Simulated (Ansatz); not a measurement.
## Fields on a plane of ScPt3 (Cu3Au type)

```
ScPt3
1.0
    3.97826     0.00000     0.00000
    0.00000     3.97826     0.00000
    0.00000     0.00000     3.97826
Sc Pt
1 3
Cartesian
  0.00000   0.00000   0.00000
  1.98913   1.98913   0.00000
  0.00000   1.98913   1.98913
  1.98913   0.00000   1.98913
```

The slice is a {100} plane (indices of the conventional cell) through the point (0.000, 0.500, 0.500) (fractional), spanned by u = [100] and v = [010] in vectors of this cell: u (3.98 Å) and v (3.98 Å, at 90° to u). It covers one period; positions are fractions (u, v).

Atoms on it: Pt at (0.00, 0.00); Pt at (0.50, 0.50).

Method: r2SCAN (plane waves to 500 eV, PAW, scalar-relativistic; Ansatz, a quantum-chemistry and plane-wave program). k mesh 12×12×12. These are valence fields of a PAW run, semicore shells included where kept as valence: close to a nucleus they are smooth pseudo fields. ScPt3 is run without spin polarisation. ScPt3 was relaxed with its symmetry unable to fall. Spin-orbit coupling is left out, though Pt is heavy.

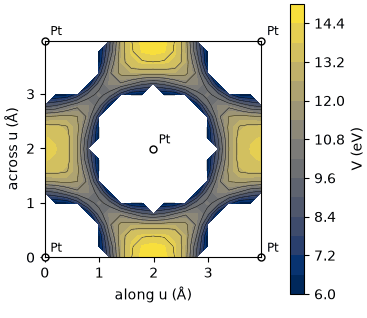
Electrostatic potential energy of an electron, from the cell's mean, in eV, one period of the plane, atoms marked. Points within 1 Å of a nucleus are left white, as the pseudised field means little there. Values under 6 eV are set to 6. The zero, the cell's mean, hangs on the PAW cores.

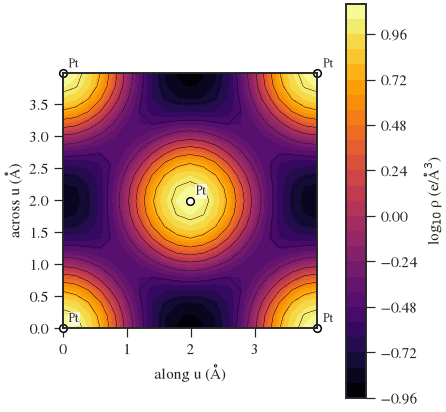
*Log₁₀ of the valence density in e/Å³, one period of the plane, atoms marked. The scale is logarithmic, as a density can span decades between atoms and voids.*

| Property | Result |
|---|---|
| Density on the Pt–Pt line (2.81 Å) at its midpoint | 0.37 e/Å³ |
| ELF at that point | 0.32 |
